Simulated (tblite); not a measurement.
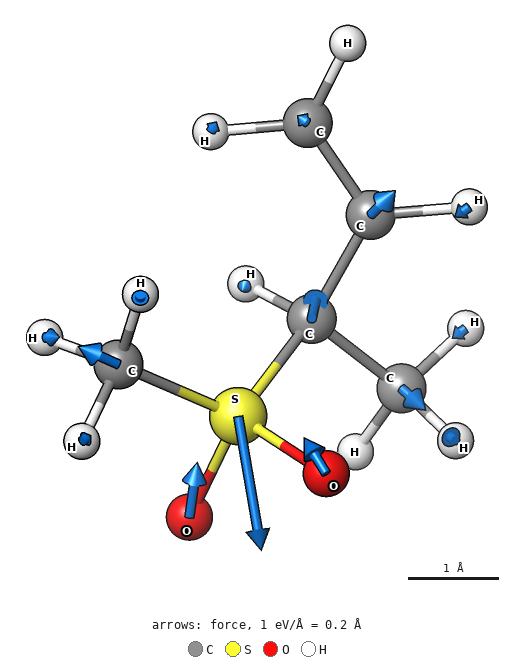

Starting geometry of C5H10O2S with the computed forces as blue arrows. Style: ball-and-stick. Shown from a free direction.

Theory: GFN2-xTB geometry optimisation, gas phase (tblite). 

### What follows when this structure is relaxed?

It isn't relaxed: the largest force vector, on the S atom, is 7.70 eV/Å. The final displacements have little in common with the starting forces (cosine between the two patterns 0.17). After 104 geometry steps the energy has fallen by 1.241 eV. The largest move after the best rigid fit is that of an H atom, 1.00 Å. Largest moves by element: H 1.00 Å, C 0.34 Å, S 0.24 Å, O 0.14 Å. Among the contacts that change: C–S 1.726 → 1.846 Å, O–S 1.522 → 1.438 Å, C–S 1.740 → 1.821 Å, C–H 1.146 → 1.088 Å. Among the angles between lasting bonds that change: C–S–C 119.4° → 104.9°, C–C–S 119.5° → 107.1°, O–S–O 105.4° → 117.6°. Groups turn about C–C by about 35°.
